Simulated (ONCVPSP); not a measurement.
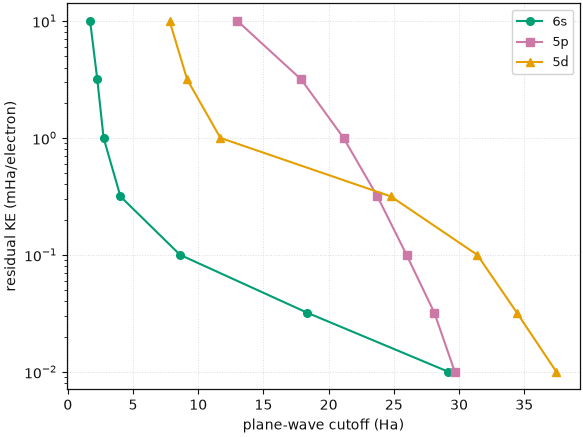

Residual kinetic energy of the pseudo-waves (the first of each channel, and further valence shells) beyond the plane-wave cutoff, as the generator prints it.

Hafnium, optimised norm-conserving Vanderbilt (ONCV), made with ONCVPSP 4.0.1 (PBE, scalar-relativistic). Core [Kr] 4d10 4f14 5s2, reference 5p6 5d2 6s1.5 (charge +0.5). Waves: 6s: rc 2.90 bohr, ncon 5, nbas 10, qcut 2.4 1/bohr, 2 projectors, debl 3.6 Ha; 5p: rc 2.00 bohr, ncon 5, nbas 10, qcut 8.5 1/bohr, local; 5d: rc 2.20 bohr, ncon 4, nbas 7, qcut 4.4 1/bohr, 2 projectors, debl 1.5 Ha. Local part: the p channel. Core correction: Teter function, fcfact 5.75, rcfact 1.5.

Which wave is the hardest at 1 mHa per electron, and which settings govern it?

Answer. 5p, with rc = 2.00 bohr and qcut = 8.5 1/bohr. The optimisation minimises, but can't always remove, the kinetic energy above qcut²/2 = 36.1 Ha, and a larger rc would as a rule soften the wave at some cost in transferability.

Read the cutoffs for an error of 1 mHa per electron.

Answer. 5p: 21 Ha; 5d: 12 Ha; 6s: 2.7 Ha.

Which cutoffs does the potential need for its occupied states?

Answer. 21 Ha for 1 mHa and 31 Ha for 0.1 mHa per electron. The first is set by 5p.
